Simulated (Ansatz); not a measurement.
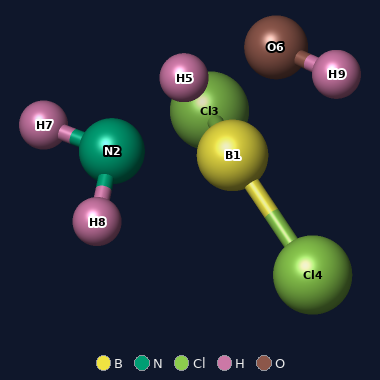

The system is the reacting system BCl2H4NO (fragments BCl₂H₂N + H₂O where the first distance is long, BCl₂H₄NO where the second is long); the picture shows the reference structure. First axis: distance N2–H5 (bond that forms). Second axis: distance H5–O6 (bond that breaks). Relaxed at each point: all other coordinates. The grid has 7 × 7 points. Points are written as (first, second). Energies: kJ/mol, counted from the lowest grid point. Energies and slopes of some neighbouring points disagree (a jump in structure or state, or too coarse a mesh). The reference is spin-restricted, so regions where a bond is pulled apart into radicals lie too high. The calculation used RKS r2SCAN-D4/def2-SVP in Ansatz 0.2.0.

Its coordinates:

```tsv
atom	x (Å)	y (Å)	z (Å)
B	-0.2258	-0.7357	0.1658
N	-0.5500	1.0222	-0.0623
Cl	-1.2868	-1.7803	-0.8015
Cl	0.1187	-1.1264	1.8819
H	0.6669	0.7347	-0.5483
O	1.2612	-0.3909	-0.6861
H	-1.3124	1.2256	-0.7074
H	-0.6567	1.5428	0.8068
H	1.9850	-0.4920	-0.0487
```

Range: distance N2–H5 (bond that forms) from 0.918 to 2.718 Å; distance H5–O6 (bond that breaks) from 0.873 to 2.073 Å.

### What landscape does the calculation give?

The lowest grid point is at (1.110 Å, 2.073 Å). It lies at the edge of the scanned range, so the true minimum may lie outside. The energy also falls towards the edge at (2.718 Å, 1.828 Å) (14 kJ/mol above the lowest), where a further well may lie outside the range. The highest grid point, (0.918 Å, 0.873 Å), lies 684 kJ/mol above the lowest.

```tsv
second ↓, first →	0.918	1.110	1.374	1.675	2.002	2.351	2.718
2.073	18	0	114	257	368	439	18
1.828	34	12	117	246	341	401	14
1.596	68	32	117	216	291	336	15
1.378	130	66	109	168	216	244	30
1.177	240	125	103	116	133	143	62
1.001	430	235	130	94	84	83	116
0.873	684	397	218	145	119	100	99
```

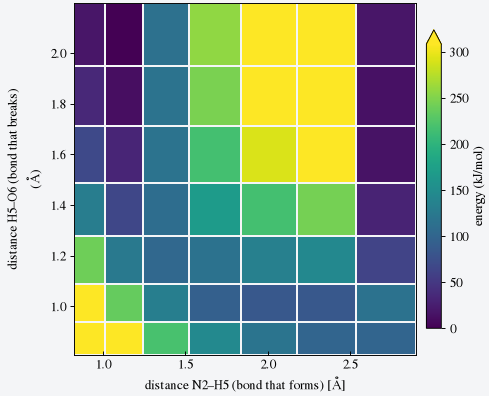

In the figure: one coloured cell a grid point, one colour for all values above the top of the scale.

Each point was launched as `ansatz run input.yaml --threads 1 --pin off --max-ram 2560MiB --backend cpu --events-out ev --progress --plain --runs-dir out`. Time for the 49 points that were run: 25 min on 1 thread of Arm Neoverse V2 (shared host).
